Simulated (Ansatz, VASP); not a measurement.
# Cross-check of GaP between VASP and Ansatz, part 2 of 2

One calculation is typed for both programs; each brings its own data sets and cutoff. How far apart do they land?

VASP 6.6.1 and Ansatz 0.2.0.

So far: The starting structure; Ansatz: band structure, r2SCANh; VASP: band structure, r2SCANh.

## 4. Comparison

Known differences besides the PAW data sets themselves: exact exchange at q = 0 is treated differently, which shows on coarse meshes; VASP keeps PBE cores, Ansatz makes them for the functional; the cutoff is 500 eV in Ansatz and 400 eV in VASP; VASP takes a coarser grid for exact exchange (PRECFOCK = Fast). Total energies have different zeros and are not compared.

The two programs side by side:

```
                     quantity  Ansatz   VASP  difference
gap over the path points (eV)   2.339  2.350      -0.011
```

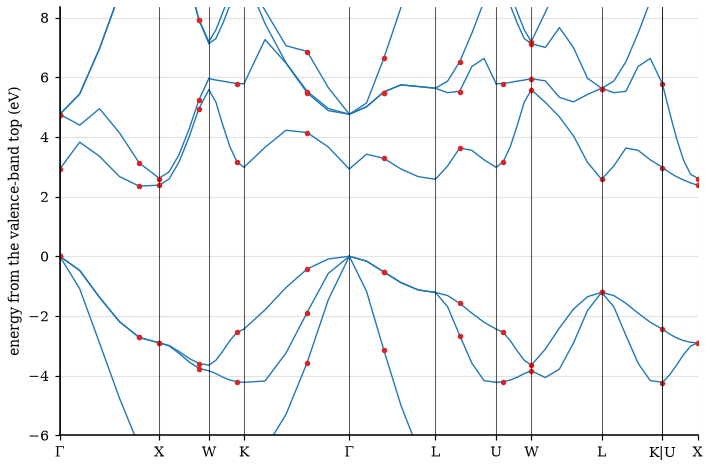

Bands from VASP (lines) and levels from Ansatz (dots). Dots without a line are higher empty bands that the VASP plot leaves out.

Levels at points of the path, from each program's valence-band top (eV; 3 filled, then empty):

```
k (reciprocal lattice)                             Ansatz                               VASP
     0.000 0.000 0.000      0.00 0.00 0.00 2.94 4.74 4.74      0.00 0.00 0.00 2.92 4.76 4.76
     0.400 0.000 0.400  -6.38 -2.72 -2.72 2.34 3.12 10.71  -6.38 -2.72 -2.72 2.35 3.13 10.74
     0.500 0.000 0.500  -7.21 -2.91 -2.91 2.37 2.60 12.07  -7.21 -2.90 -2.90 2.38 2.62 12.11
     0.500 0.200 0.700   -7.00 -3.77 -3.60 4.94 5.23 7.91   -7.00 -3.76 -3.59 4.94 5.24 7.93
     0.400 0.350 0.750   -6.97 -4.21 -2.55 3.16 5.78 9.00   -6.97 -4.21 -2.55 3.17 5.79 9.02
     0.150 0.150 0.300   -3.56 -1.89 -0.43 4.15 5.47 5.51   -3.56 -1.88 -0.43 4.15 5.48 5.53
     0.200 0.200 0.200   -3.13 -0.52 -0.52 3.29 5.49 5.49   -3.13 -0.52 -0.52 3.29 5.50 5.50
     0.550 0.400 0.550   -6.96 -2.65 -1.58 3.62 5.52 6.50   -6.96 -2.65 -1.58 3.63 5.53 6.52
     0.600 0.250 0.650   -6.97 -4.21 -2.55 3.16 5.78 9.00   -6.97 -4.21 -2.55 3.17 5.79 9.02
     0.500 0.250 0.750   -6.97 -3.85 -3.66 5.57 5.95 7.11   -6.97 -3.84 -3.65 5.58 5.96 7.13
```

Among the levels compared (up to four filled and three empty ones at each point), filled levels agree within 10 meV and empty ones within 35 meV.

## 5. Ansatz: band structure, HSE03

The same path points are solved in both programs, so levels can be compared one by one.

input.yaml reads:

```yaml
crystal:
  lattice:
    - [0.0, 2.72525, 2.72525]
    - [2.72525, 0.0, 2.72525]
    - [2.72525, 2.72525, 0.0]
  atoms:
    - { symbol: Ga, position: [0.0, 0.0, 0.0] }
    - { symbol: P, position: [0.25, 0.25, 0.25] }
hamiltonian:
  xc: { exchange: pbe, correlation: pbe, exx: { coeff: 0.25, omega: 0.3 } }
  pseudopotentials: { kind: paw }
kpoints:
  mp_grid: { grid: [4, 4, 4] }
  band_path:
    path:
      - [0.0, 0.0, 0.0]
      - [0.4, 0.0, 0.4]
      - [0.5, 0.0, 0.5]
      - [0.5, 0.2, 0.7]
      - [0.4, 0.35, 0.75]
      - [0.15, 0.15, 0.3]
      - [0.2, 0.2, 0.2]
      - [0.55, 0.4, 0.55]
      - [0.6, 0.25, 0.65]
      - [0.5, 0.25, 0.75]
      - [0.5, 0.5, 0.5]
      - [0.375, 0.375, 0.75]
      - [0.5, 0.0, 0.5]
    npoints: 1
scf:
  occupations: { method: gaussian, width: 0.02 }
  n_extra_bands: 7
output:
  forces: true
  stress: true
  eigenvalues: true
  write_density: true
  write_potential: true
  elf: true
  volumetric_format: npy
```

The run is started by

```console
ansatz run input.yaml --threads 4 --pin off --max-ram 9216MiB --backend cpu --events-out ev --progress --plain --runs-dir out
```

Numbers of over 12 decimals in the logs are rounded to 6 here.

The program printed:

```text
[...]
Crystal: 2 atoms, lattice volume = 40.481 Å³
Basis set: ecut = 420 eV, 749 PW (Γ), exchange–correlation on 54×54×54 points (8 copies of the dense FFT grid, shifted against one another)
Bands: 16, of which v1, the nominal top of the filled ones, is band 9 counted from 1 (8 counted from 0)
Symmetry: 24 space group operations
[...]
k-points: 8 of 64 (time reversal used)
[...]
--- Band table (eV; the first three rows and the last of 8) ---
  k-point 0: bands = [... 5 lower, -6.8860, 6.7669, 6.7669, 6.7669, 9.4128, 11.3424, 11.3424, 11.3424, ... 3 higher]
  k-point 1: bands = [... 5 lower, -6.0545, 2.6591, 6.0650, 6.0650, 9.6393, 12.2412, 12.2412, 13.9744, ... 3 higher]
  k-point 2: bands = [... 5 lower, -4.6673, -0.3640, 5.5701, 5.5701, 9.1161, 12.1774, 12.1774, 15.8137, ... 3 higher]
  k-point 7: bands = [... 5 lower, -3.5991, -0.2307, 2.9333, 3.1271, 12.0824, 12.5311, 13.6028, 13.6863, ... 3 higher]
[key lines of the parts left out:]
Free energy (F): -4540.445623 eV
Fermi energy:    7.831034 eV
P = ⅓ Tr σ = 1.4048 GPa (14.048 kbar)
```

Elapsed: 11 s, on 4 threads of Arm Neoverse V2, shared host; peak memory 0.54 GiB.

For the gap on path, step 4 gave 2.34 eV; this run, with HSE03 and cutoff 420 eV, gives 2.12 eV.

## 6. VASP: band structure, HSE03

The same cell, functional, mesh and smearing now go to VASP, with its own data sets and cutoff.

INCAR reads:

```
SYSTEM = GaP
PREC = Accurate
ENCUT = 400
EDIFF = 1E-06
NELM = 100
ISMEAR = 0
SIGMA = 0.02
LREAL = .FALSE.
ALGO = Normal
LHFCALC = .TRUE.
AEXX = 0.25
GGA = PE
HFSCREEN = 0.3
LASPH = .TRUE.
NBANDS = 15
PRECFOCK = Fast
LORBIT = 11
LWAVE = .FALSE.
LCHARG = .FALSE.
KPAR = 4
```

POSCAR reads:

```
GaP
1.0
    0.0000000000      2.7252500000      2.7252500000
    2.7252500000      0.0000000000      2.7252500000
    2.7252500000      2.7252500000      0.0000000000
Ga P
1 1
Direct
    0.0000000000      0.0000000000      0.0000000000
    0.2500000000      0.2500000000      0.2500000000
```

KPOINTS reads:

```
Automatic mesh
0
Gamma
4 4 4
0 0 0
```

KPOINTS_OPT reads:

```
Line mode
6
Line-mode
Reciprocal
  0.00000000   0.00000000   0.00000000 GAMMA
  0.50000000   0.00000000   0.50000000 X

  0.50000000   0.00000000   0.50000000 X
  0.50000000   0.25000000   0.75000000 W

  0.50000000   0.25000000   0.75000000 W
  0.37500000   0.37500000   0.75000000 K

  0.37500000   0.37500000   0.75000000 K
  0.00000000   0.00000000   0.00000000 GAMMA

  0.00000000   0.00000000   0.00000000 GAMMA
  0.50000000   0.50000000   0.50000000 L

  0.50000000   0.50000000   0.50000000 L
  0.62500000   0.25000000   0.62500000 U

  0.62500000   0.25000000   0.62500000 U
  0.50000000   0.25000000   0.75000000 W

  0.50000000   0.25000000   0.75000000 W
  0.50000000   0.50000000   0.50000000 L

  0.50000000   0.50000000   0.50000000 L
  0.37500000   0.37500000   0.75000000 K

  0.62500000   0.25000000   0.62500000 U
  0.50000000   0.00000000   0.50000000 X
```

Potentials, in the order of the species: Ga_d and P (PBE family, release 64).

The run is started by

```console
mpirun -np 4 vasp_std
```

The program printed:

```text
[banner, memory and clock lines left out]
running    4 mpi-ranks, on    1 nodes
[...]
LDA part: xc-table for (Slater+PW92), standard interpolation
 found WAVECAR, reading the header
 POSCAR, INCAR and KPOINTS ok, starting setup
[...]
reading WAVECAR
 the WAVECAR file was read successfully
 initial charge from wavefunction
 entering main loop
       N       E                     dE             d eps       ncg     rms          rms(c)
DAV:   1    -0.103587910519E+02   -0.10359E+02   -0.50333E-01   342   0.165E+01    0.124E+00
DAV:   2    -0.103515561501E+02    0.72349E-02   -0.54248E-02   345   0.391E+00    0.102E+00
DAV:   3    -0.103501167640E+02    0.14394E-02   -0.57775E-03   310   0.139E+00    0.588E-01
DAV:   4    -0.103498960222E+02    0.22074E-03   -0.90992E-04   313   0.317E-01    0.312E-01
[...]
DAV:   8    -0.103497940592E+02    0.29406E-05   -0.81950E-07   176   0.767E-03    0.300E-02
DAV:   9    -0.103497928435E+02    0.12157E-05   -0.35678E-07   120   0.486E-03    0.157E-02
DAV:  10    -0.103497923955E+02    0.44799E-06   -0.15805E-07   120   0.317E-03
   1 F= -.10349792E+02 E0= -.10349792E+02  d E =-.613812E-29
 Start KPOINTS_OPT (optional k-point list driver)
k-point batch [1-8\60]
       N       E                     dE             ncg
DAV:   1    -0.285247363274E+03   -0.30702E+04      248
DAV:   2    -0.998829495424E+03   -0.71358E+03      254
DAV:   3    -0.105452873067E+04   -0.55699E+02      303
DAV:   4    -0.105588200765E+04   -0.13533E+01      310
DAV:   5    -0.105590574572E+04   -0.23738E-01      338
DAV:   6    -0.105590649462E+04   -0.74890E-03      387
DAV:   7    -0.105590650870E+04   -0.14078E-04      323
DAV:   8    -0.105590650940E+04   -0.70351E-06      283
[...]
k-point batch [57-60\60]
       N       E                     dE             ncg
DAV:   1     0.226474580428E+04   -0.26164E+04      120
DAV:   2     0.190908745602E+04   -0.35566E+03      127
DAV:   3     0.188432411971E+04   -0.24763E+02      148
DAV:   4     0.188379985700E+04   -0.52426E+00      169
DAV:   5     0.188379057882E+04   -0.92782E-02      169
DAV:   6     0.188379016195E+04   -0.41688E-03      201
DAV:   7     0.188379015750E+04   -0.44466E-05      176
DAV:   8     0.188379015747E+04   -0.31123E-07      144
```

From OUTCAR (step 6):

```text
 POSITION                                       TOTAL-FORCE (eV/Angst)
 -----------------------------------------------------------------------------------
      0.00000      0.00000      0.00000        -0.000000     -0.000000     -0.000000
      1.36262      1.36262      1.36262         0.000000      0.000000      0.000000
 -----------------------------------------------------------------------------------
    total drift:                               -0.000021     -0.000028     -0.000007

  FREE ENERGIE OF THE ION-ELECTRON SYSTEM (eV)
  ---------------------------------------------------
  free  energy   TOTEN  =       -10.3497923955 eV

  energy  without entropy=      -10.3497923955  energy(sigma->0) =      -10.34979240

[... 2 parts as in an earlier step ...]

[... 1 further part left out ...]
[key lines of the parts left out:]
E-fermi :   4.4851
```

## 7. Side by side

What differs besides the data sets and the points named for the pairs above, as far as they apply: the cutoff is 420 eV in Ansatz and 400 eV in VASP. Total energies have different zeros and are not compared.

The two programs side by side:

```
                     quantity  Ansatz   VASP  difference
gap over the path points (eV)   2.121  2.122      -0.002
```

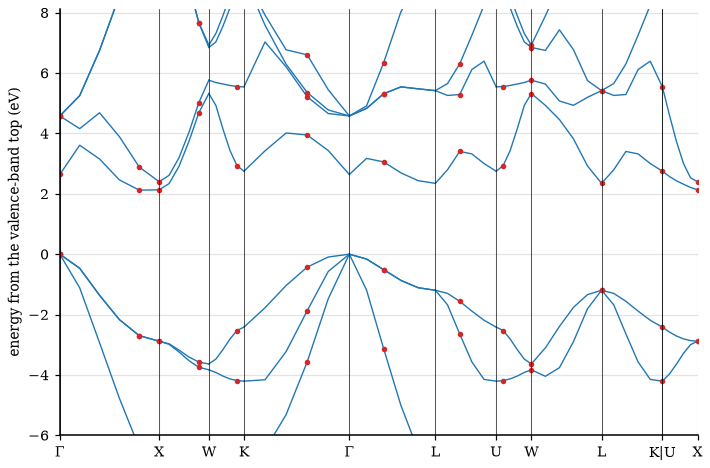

Bands from VASP (lines) and levels from Ansatz (dots). Dots without a line are higher empty bands that the VASP plot leaves out.

Levels at points of the path, from each program's valence-band top (eV; 3 filled, then empty):

```
k (reciprocal lattice)                             Ansatz                               VASP
     0.000 0.000 0.000      0.00 0.00 0.00 2.65 4.58 4.58      0.00 0.00 0.00 2.64 4.58 4.58
     0.400 0.000 0.400  -6.42 -2.70 -2.70 2.12 2.88 10.45  -6.42 -2.70 -2.70 2.12 2.89 10.47
     0.500 0.000 0.500  -7.24 -2.88 -2.88 2.13 2.40 11.80  -7.24 -2.88 -2.88 2.13 2.40 11.81
     0.500 0.200 0.700   -7.02 -3.75 -3.58 4.68 5.02 7.65   -7.02 -3.75 -3.58 4.69 5.03 7.66
     0.400 0.350 0.750   -7.00 -4.19 -2.53 2.93 5.55 8.74   -7.00 -4.19 -2.53 2.94 5.55 8.76
     0.150 0.150 0.300   -3.57 -1.88 -0.43 3.95 5.21 5.35   -3.57 -1.88 -0.43 3.95 5.21 5.36
     0.200 0.200 0.200   -3.14 -0.52 -0.52 3.06 5.31 5.31   -3.14 -0.52 -0.52 3.06 5.32 5.32
     0.550 0.400 0.550   -6.99 -2.64 -1.56 3.40 5.28 6.29   -6.98 -2.64 -1.56 3.40 5.29 6.30
     0.600 0.250 0.650   -7.00 -4.19 -2.53 2.93 5.55 8.74   -7.00 -4.19 -2.53 2.94 5.55 8.76
     0.500 0.250 0.750   -7.00 -3.83 -3.64 5.32 5.76 6.84   -7.00 -3.83 -3.64 5.32 5.76 6.85
```

Among the levels compared (up to four filled and three empty ones at each point), filled levels agree within 4 meV and empty ones within 21 meV.

## 8. What came out

```json
{
  "difference in gap over the path points (band structure, r2SCANh)": "-0.011 eV",
  "difference in gap over the path points (band structure, HSE03)": "-0.0016 eV"
}
```

**Reading.** The difference in gap over the path points is -0.011 eV (band structure, r2SCANh), within the 0.08 eV picked in this series as the mark of a large difference. How closely two codes agree says nothing of how well the functional describes the real material.

[Lines on the potential files, build, host, timing and source positions are cut from VASP's logs without a mark.]

[Logs are printed without paths, hosts, clocks, repeated set-up lines and the standing remarks that a program may print on its own settings, such as how far it seeks lower states.]

[Hosts, paths, dates, database ids (printed as entryN), source tags and the programs' standing remarks are cut or masked in the printed files.]
